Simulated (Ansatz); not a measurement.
# Does disorder add resistance in series? Rh(111) layers displaced at 180 K

Two lengths of the disordered region are known. What area resistance does the third give?

**Method.** Ansatz 0.2.0, plane waves with PAW datasets at their recommended cutoffs (420 eV for most), Fermi-Dirac smearing; ballistic transmission by layer matching. The area resistance is RA = A (h/2e²)(1/T − 1/N), with T the zone-mean transmission per spin and N the lead's channels, both averaged over a few energies near the Fermi level; for magnets each spin is taken apart, with h/e², and the two conduct in parallel. Lateral cell 2x2, PBE, a fresh random draw for each length. Atoms are displaced independently, by 0.0362 Å r.m.s. per direction; each RA is scaled by the nominal over the drawn mean square displacement.

The runs, with one result withheld:

```
length (Å)  channels N  RA (fΩ m²)
      8.78       7.000      0.0347
      17.6       7.000      0.0614
      26.3       7.000           ?
```

Worked fit:

Ohm's law makes RA linear in the length: the slope is (0.0614 − 0.0347)/(17.6 − 8.78) = 3.05×10⁻³ fΩ m² per Å, or 3.0 µΩ cm. Then 0.0614 + 3.05×10⁻³ × 8.78. Predicted: 0.0882 fΩ m².

**The withheld run.**

0.0842 fΩ m², so the prediction is 4.7 % too high. The three lengths together give 2.8 µΩ cm. The two increments are 0.027 and 0.023 fΩ m², roughly as Ohm's law has it, though with one draw for each length that is a weak test.

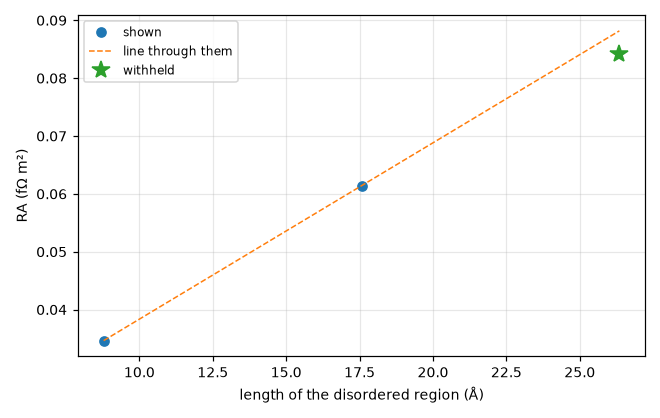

Area resistance against length.

**Limits.** The scatterers repeat sideways with the small cell. The slope is a raw one; a model of isotropic scattering puts it 1.16 times the bulk value over these lengths.

[Logs are printed without paths, hosts, clocks, repeated set-up lines and the standing remarks that a program may print on its own settings, such as how far it seeks lower states.]
